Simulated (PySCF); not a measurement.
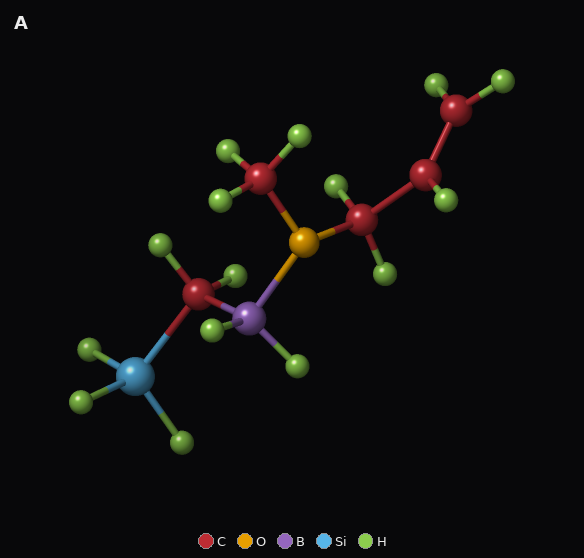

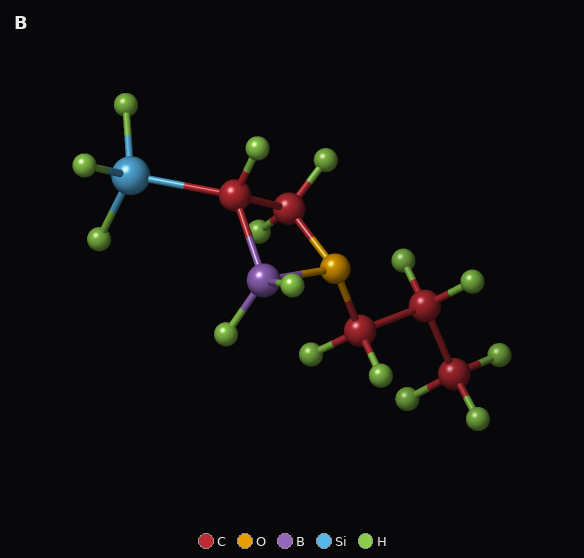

2 stationary structures of one formula. Geometries: GFN2-xTB. Electronic energies: PBE0/pcSseg-1 (PySCF 2.14.0), without zero-point energy. No frequency run is at hand to confirm each as a minimum. Each is one conformer, not always the lowest.

How are they related?

They are constitutional isomers of C5H15BOSi: A `C=CC[O+](C)[BH2-]C[SiH3]`, B `CCC[O+]1[BH2-][C@H]([SiH3])C1`.

Rank them by energy, lowest first.

B is lowest; A lies 62.9 kJ/mol above it.

The geometry is semi-empirical. Around B, Si such bond lengths and angles can be off by a tenth of an ångström or more and by several degrees, and values that hang on the shape move with them.
